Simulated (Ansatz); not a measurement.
The calculation's input:

```
crystal:
  lattice:
    - [-2.1152492, 2.1152492, 15.1574104]
    - [2.1152492, -2.1152492, 15.1574104]
    - [2.1152492, 2.1152492, -15.1574104]
  atoms:
    - { symbol: Zn, position: [0.901719, 0.901719, 0.0] }
    - { symbol: Zn, position: [0.098281, 0.098281, 0.0] }
    - { symbol: Cd, position: [0.696575, 0.696575, 0.0] }
    - { symbol: Cd, position: [0.303425, 0.303425, 0.0] }
    - { symbol: Cd, position: [0.5, 0.5, 0.0] }
    - { symbol: Se, position: [0.25, 0.75, 0.5] }
    - { symbol: Se, position: [0.85711, 0.35711, 0.5] }
    - { symbol: Se, position: [0.446328, 0.946328, 0.5] }
    - { symbol: Se, position: [0.053672, 0.553672, 0.5] }
    - { symbol: Se, position: [0.64289, 0.14289, 0.5] }
basis:
  ecutwfc: 500
kpoints:
  mp_grid: { grid: [10, 10, 10] }
  band_path:
    path:
      - [[0.0, 0.0, 0.0], [0.0, 0.0, 0.5], [0.25, 0.25, 0.25], [0.0, 0.5, 0.0], [0.0, 0.0, 0.0], [0.5, 0.5, -0.5], [0.2548687, 0.7451313, -0.2548687]]
      - [[-0.2548687, 0.2548687, 0.2548687], [0.0, 0.0, 0.0]]
      - [[0.0, 0.0, 0.5], [-0.0097374, 0.0097374, 0.5]]
      - [[0.5, 0.5, -0.0097374], [0.5, 0.5, -0.5]]
    npoints: 14
hamiltonian:
  xc: r2scan
scf:
  occupations: { method: gaussian, width: 0.02 }
  n_extra_bands: 25
output:
  forces: true
  stress: true
  eigenvalues: true
  populations: true
  dos: { projected: true, de: 0.02, nscf_kmesh: { grid: [15, 15, 15] } }
  bader: true
  write_density: true
  write_potential: true
  elf: true
  volumetric_format: npy
```

Launched as:

```sh
ansatz run input.yaml --threads 4 --pin off --max-ram 8192MiB --backend cpu --events-out ev --progress --plain --runs-dir out
```

Below, planes, directions and counts refer to the conventional cell (a = 4.23 Å, b = 4.23 Å, c = 30.31 Å, α = 90.00°, β = 90.00°, γ = 90.00°).

Space group I-4m2; a structure generated by program, which may or may not match a known phase.

Computed with DFT r2SCAN, scalar-relativistic, plane waves, PAW in Ansatz.

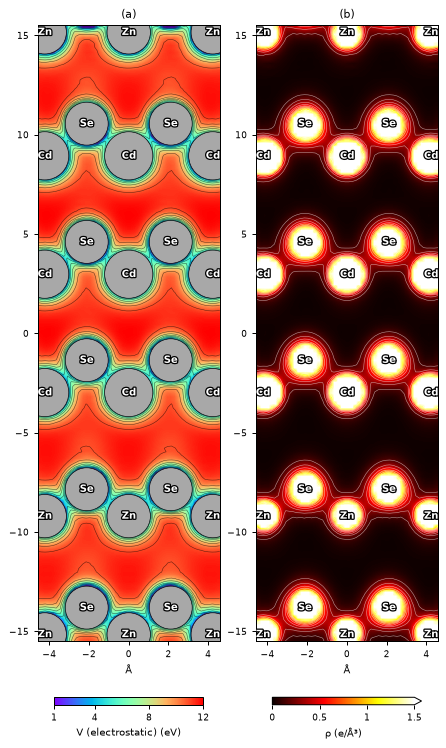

Zn2Cd3Se5. (a) electrostatic potential energy of an electron; (b) valence pseudo-density on the (100) plane of the conventional cell. Grey discs cover the atomic cores in the potential map.

In a PAW calculation such maps are meaningful between the atoms, not at the nuclei.

Question: What do the fields say about this system?

Answer:
- The section cuts through Zn, Cd and Se sites.
- Zn–Se (2.51 Å): the density is about 0.42 e/Å³ at the midpoint, with its minimum of 0.38 e/Å³ about 1.1 Å from Zn.
- Cd–Se (2.66 Å): the density is about 0.36 e/Å³ at the midpoint.
- Between the atoms the lowest density in this plane is 0.008 e/Å³.
- Outside the cores the potential energy rises away from the atoms and is highest about 2.5 Å from the nearest atoms; its zero is arbitrary.
